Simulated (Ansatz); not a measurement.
# Calculations on Si₂H₇

### Relaxation

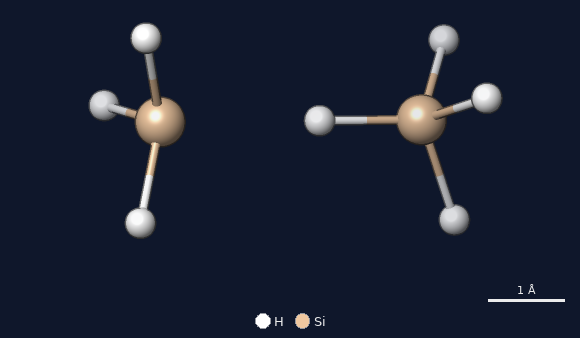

Si2H7 (multiplicity 2) (started from a transition state, displaced along its imaginary mode), before the relaxation. The picture is a ball-and-stick view, seen at a tilt.

These are results of Ansatz, UKS PBE0-D4/def2-TZVP, not measurements.

Input
```yaml
crystal:
  periodic: [false, false, false]
  atoms:
    - {symbol: H, position_ang: [-0.028073, -0.111304, -0.277161]}
    - {symbol: Si, position_ang: [0.170690, 0.694620, 1.720849]}
    - {symbol: Si, position_ang: [-0.154371, -0.627215, -1.554284]}
    - {symbol: H, position_ang: [-0.433582, 2.045082, 1.676617]}
    - {symbol: H, position_ang: [1.623413, 0.725990, 2.002889]}
    - {symbol: H, position_ang: [-0.565243, -0.233649, 2.608288]}
    - {symbol: H, position_ang: [0.817549, -1.742376, -1.791777]}
    - {symbol: H, position_ang: [0.099709, 0.420304, -2.594856]}
    - {symbol: H, position_ang: [-1.530090, -1.171552, -1.790465]}
basis:
  gaussian: {orbitals: def2-TZVP}
magnetization: {spin_polarized: true, initial_magnetization: 1}
hamiltonian: {xc: pbe0, dispersion: d4}
relax: {f_tol: 0.005, max_steps: 200}
```

Launched with:
```bash
ansatz run in.yaml --threads 2 --pin off --events-out ev --progress --plain --max-ram 4352MiB
```

What does the optimiser find from here?

Answer. The largest moves after the best rigid fit, 0.73 Å, are those of H4, H5 and H6. By element the largest moves are H 0.73 Å, Si 0.68 Å. Some distances before and after: H1–Si2 2.164 → 3.369 Å, H1–Si3 1.383 → 1.486 Å, Si3–H7 1.498 → 1.485 Å, Si2–H4 1.480 → 1.486 Å. After 8 geometry steps the energy has fallen by 37.8 kJ/mol. Largest force component: 3.4 eV/Å at the start, 0.0011 eV/Å at the end. Cost: 19 s on 2 threads of Arm Neoverse V2, on a shared host.

Final geometry:

```xyz
9

H    -0.0759   -0.3059   -0.7594
Si    0.2332    0.9495    2.3520
Si   -0.2116   -0.8603   -2.1316
H    -0.3648    2.3100    2.3529
H     1.6828    0.9996    2.6753
H    -0.4930    0.0429    3.2789
H     0.7674   -1.9608   -2.3207
H     0.0498    0.2102   -3.1269
H    -1.5878   -1.3853   -2.3204
```

The end point in the same view:

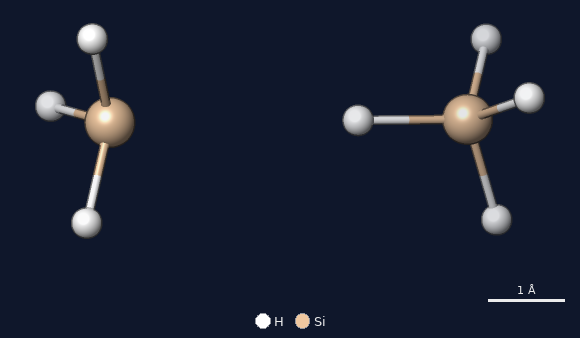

### Relaxation

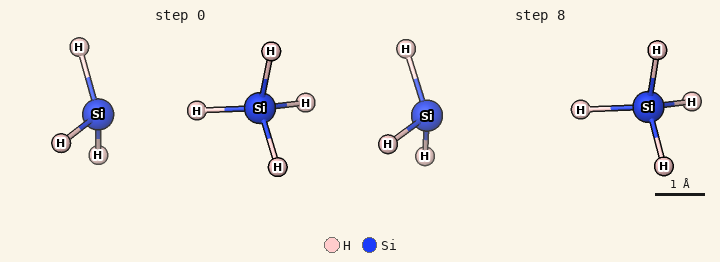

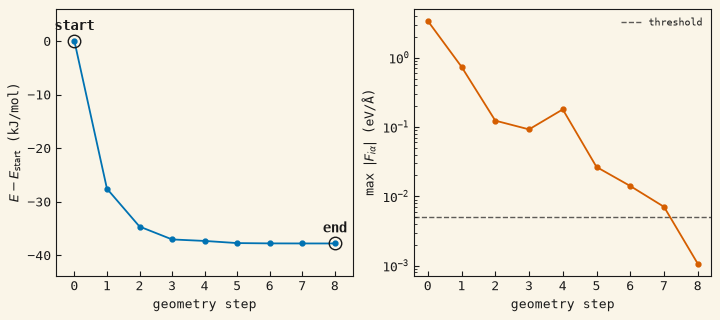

First and last geometry of a relaxation of Si$_{2}$H$_{7}$ (multiplicity 2) (started from a transition state, displaced along its imaginary mode), with the history of the run. Style: ball-and-stick. Shown at a tilt.

All numbers below come from UKS PBE0-D4/def2-TZVP (Ansatz).

Input file:
```yaml
crystal:
  periodic: [false, false, false]
  atoms:
    - {symbol: H, position_ang: [0.026906, 0.112332, 0.276883]}
    - {symbol: Si, position_ang: [0.154230, 0.627457, 1.554235]}
    - {symbol: Si, position_ang: [-0.170981, -0.694540, -1.720865]}
    - {symbol: H, position_ang: [-0.424431, 2.006215, 1.648129]}
    - {symbol: H, position_ang: [1.591541, 0.713600, 1.968103]}
    - {symbol: H, position_ang: [-0.553443, -0.226944, 2.561130]}
    - {symbol: H, position_ang: [0.834721, -1.775746, -1.823043]}
    - {symbol: H, position_ang: [0.102284, 0.430955, -2.642522]}
    - {symbol: H, position_ang: [-1.560826, -1.193430, -1.821951]}
basis:
  gaussian: {orbitals: def2-TZVP}
magnetization: {spin_polarized: true, initial_magnetization: 1}
hamiltonian: {xc: pbe0, dispersion: d4}
relax: {f_tol: 0.005, max_steps: 200}
```

Run as
```bash
ansatz run in.yaml --threads 2 --pin off --events-out ev --progress --plain --max-ram 4352MiB
```

Did the run converge, and what did it change?

Answer. It converged. The energy falls by 37.8 kJ/mol in 8 geometry steps. The largest force component goes from 3.4 to 0.0011 eV/Å. The largest moves after the best rigid fit, 0.73 Å, are those of H7, H8 and H9. Largest moves by element: H 0.73 Å, Si 0.68 Å. Some distances before and after: H1–Si3 2.164 → 3.369 Å, H1–Si2 1.383 → 1.486 Å, Si2–H4 1.498 → 1.485 Å, Si3–H7 1.480 → 1.486 Å.

| step | E − E(0), kJ/mol | largest force component, eV/Å |
| --- | --- | --- |
| 0 | 0.00 | 3.3937 |
| 1 | -27.57 | 0.7392 |
| 2 | -34.63 | 0.1236 |
| 3 | -37.03 | 0.0924 |
| 4 | -37.31 | 0.1795 |
| 5 | -37.72 | 0.0265 |
| 6 | -37.77 | 0.0141 |
| 7 | -37.78 | 0.0071 |
| 8 | -37.79 | 0.0011 |

### Reaction

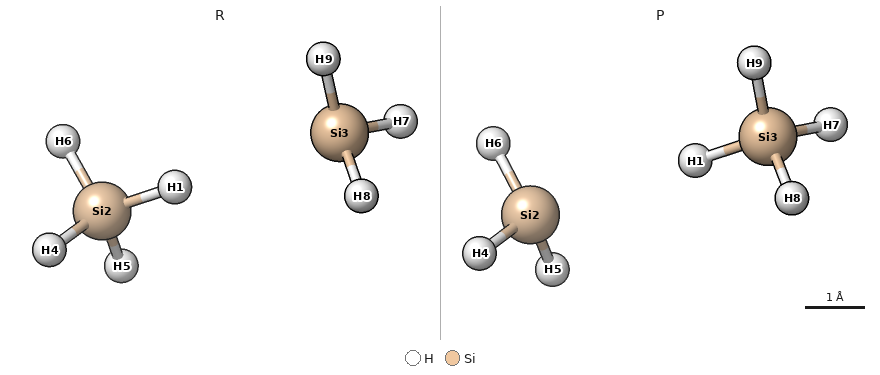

Reactant (R) and product (P) of one elementary step of Si2H7 (multiplicity 2). Style: ball-and-stick. Shown at a tilt.

Stationary points at PBE0-D4/def2-TZVP, single-point energies with CCSD(T)/CBS, B97M-V, wB97M-V (def2-TZVPP where no basis is named; Ansatz 0.2.0). The energies are electronic, without zero-point or thermal terms, and both ends are the relaxed geometries reached downhill from the saddle, with any fragments still in contact. CCSD(T)/CBS stands for a frozen-core estimate: MP2 correlation extrapolated from def2-TZVPP and def2-QZVPP, CCSD(T) minus MP2 from the smaller set.

R:
```xyz
9

H     0.0748    0.3071    0.7590
Si    0.2116    0.8604    2.1315
Si   -0.2337   -0.9491   -2.3520
H    -0.3755    2.2236    2.1773
H     1.6491    0.9288    2.4975
H    -0.5020   -0.0176    3.0934
H     0.7613   -2.0435   -2.4965
H     0.0355    0.1520   -3.3129
H    -1.6210   -1.4618   -2.4973
```

P:
```xyz
9

H    -0.0759   -0.3059   -0.7594
Si    0.2332    0.9495    2.3520
Si   -0.2116   -0.8603   -2.1316
H    -0.3648    2.3100    2.3529
H     1.6828    0.9996    2.6753
H    -0.4930    0.0429    3.2789
H     0.7674   -1.9608   -2.3207
H     0.0498    0.2102   -3.1269
H    -1.5878   -1.3853   -2.3204
```

> Predict the saddle point between them and the barrier.

From R over the saddle to P, a bond forms: H1–Si3 (3.37 → 1.77 → 1.49 Å). A bond breaks: H1–Si2 (1.49 → 1.77 → 3.37 Å). The saddle has one imaginary mode, 1012i cm⁻¹. The end R keeps a soft imaginary mode of 57i cm⁻¹, so it isn't quite a minimum. The end P keeps a soft imaginary mode of 57i cm⁻¹, so it isn't quite a minimum. With CCSD(T)/CBS the barrier is 0.46 eV from R and 0.46 eV from P, and P lies 0.00 eV below R.

```csv
level,barrier from R (eV),barrier from P (eV),P less R (eV)
CCSD(T)/CBS,0.46,0.46,0.00
B97M-V,0.17,0.17,0.00
wB97M-V,0.40,0.40,0.00
```

Against CCSD(T)/CBS, wB97M-V comes closest on the barrier from R (−0.07 eV) and B97M-V misses most (−0.29 eV).

Saddle geometry:

```xyz
9

H    -0.0006    0.0005   -0.0001
Si    0.1625    0.6610    1.6375
Si   -0.1627   -0.6609   -1.6376
H    -0.4290    2.0256    1.6624
H     1.6075    0.7198    1.9855
H    -0.5593   -0.2303    2.5847
H     0.8261   -1.7591   -1.8074
H     0.1010    0.4256   -2.6187
H    -1.5455   -1.1825   -1.8062
```

The saddle point in the same view, with dashed sticks for the bonds that form or break:

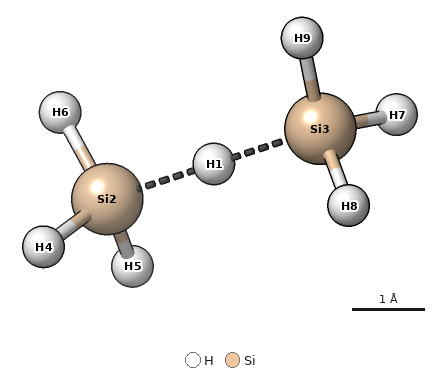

Limits of the set-up: the start holds two separate molecules, 3.4 Å apart at their closest, whose relative position is a soft coordinate.

### Path

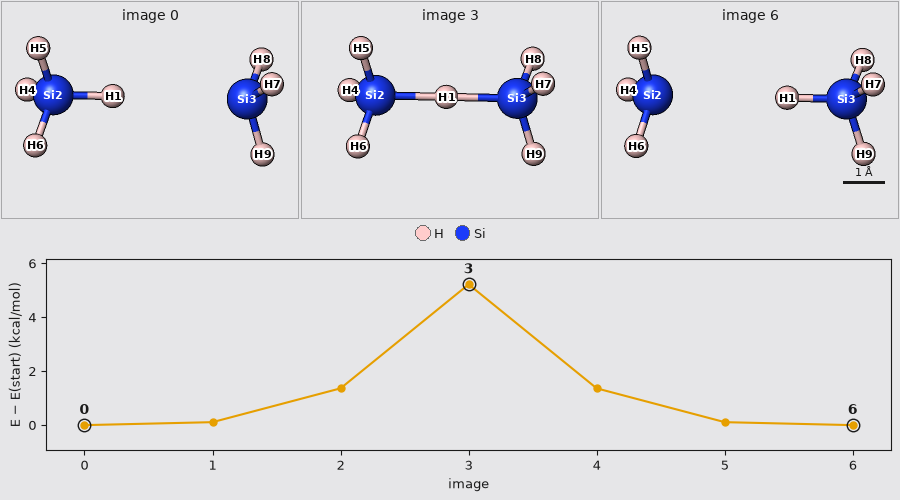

NEB run on Si2H7 (multiplicity 2), made up of SiH$_{4}$ and SiH₃. Images are numbered from 0 (start) to 6 (end). Style: ball-and-stick. Shown at a tilt.

Computed with UKS PBE0-D4/def2-SVP in Ansatz.

Input file:
```yaml
crystal:
  periodic: [false, false, false]
  atoms:
    - {symbol: H, position_ang: [0.074793, 0.307092, 0.758982]}
    - {symbol: Si, position_ang: [0.211590, 0.860380, 2.131522]}
    - {symbol: Si, position_ang: [-0.233748, -0.949151, -2.351948]}
    - {symbol: H, position_ang: [-0.375501, 2.223605, 2.177332]}
    - {symbol: H, position_ang: [1.649142, 0.928841, 2.497468]}
    - {symbol: H, position_ang: [-0.501958, -0.017587, 3.093385]}
    - {symbol: H, position_ang: [0.761277, -2.043487, -2.496458]}
    - {symbol: H, position_ang: [0.035446, 0.152034, -3.312915]}
    - {symbol: H, position_ang: [-1.621040, -1.461828, -2.497268]}
basis:
  gaussian: {orbitals: def2-SVP}
magnetization: {spin_polarized: true, initial_magnetization: 1}
hamiltonian: {xc: pbe0, dispersion: d4}
neb:
  images: 5
  climbing: true
  max_iterations: 40
  initial_path: idpp
  final_atoms:
    - {symbol: H, position_ang: [-0.075949, -0.305917, -0.759385]}
    - {symbol: Si, position_ang: [0.233163, 0.949510, 2.351957]}
    - {symbol: Si, position_ang: [-0.211613, -0.860327, -2.131584]}
    - {symbol: H, position_ang: [-0.364820, 2.310005, 2.352945]}
    - {symbol: H, position_ang: [1.682807, 0.999616, 2.675303]}
    - {symbol: H, position_ang: [-0.492976, 0.042847, 3.278895]}
    - {symbol: H, position_ang: [0.767370, -1.960771, -2.320712]}
    - {symbol: H, position_ang: [0.049834, 0.210224, -3.126934]}
    - {symbol: H, position_ang: [-1.587814, -1.385287, -2.320387]}
```

Command:
```bash
ansatz run in.yaml --threads 2 --pin off --events-out ev --progress --plain --max-ram 4352MiB
```

Q: What happens along the path, and what is the barrier?

A: The two ends have the same energy, and the highest point, image 3, lies 5.22 kcal/mol above the start. A hydrogen atom shifts from one atom to another. Breaking: H1–Si2 (1.49 → 1.78 at the top → 3.37 Å). Forming: H1–Si3 (3.37 → 1.78 at the top → 1.49 Å). The band converged in 9 iterations. The largest component of the band force went from 2.2 to 0.0096 eV/Å. The climbing image converged on the top of the path. Its curvatures weren't checked. The largest force component is 0.15 eV/Å at the start and 0.14 eV/Å at the end; an end with forces this large is no minimum, and the barrier measured from it can be far off.

Limits of the set-up: the start holds two separate molecules, 3.4 Å apart at their closest, whose relative position is a soft coordinate.

The run took 88 s on 2 threads of Arm Neoverse V2, on a shared host.
